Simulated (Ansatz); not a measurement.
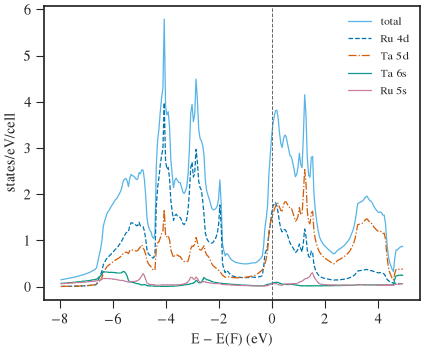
Total and projected density of states of TaRu (CsCl type, Pm-3m), LDA in the plane-wave PAW code Ansatz

Q: Which orbitals carry the states next to the Fermi level?

A: Within 0.5 eV of the Fermi level: Ta 5d 49 %, Ru 4d 45 %. Projections are on Löwdin-orthogonalised atomic valence shells; empty p or d shells of many metals are not among them.

Q: Where is the tallest occupied peak in this window, and what makes it?

A: Near -4.1 eV, about 5.8 states/eV per cell; the largest projected share is Ru 4d.

The workflow started from a Materials Project entry (that database holds measured and hypothetical structures alike); the Crystallography Open Database files this formula in space group No. 221, but the cells were not matched. Its standing as an ambient phase is unchecked. The LDA relaxation kept the symmetry of its start. At this level the phase is mechanically unstable. No spin polarisation was allowed. Scalar-relativistic: spin–orbit coupling is off unless named, which matters more the heavier the elements.

Potentials: the later of the program's two PAW sets.
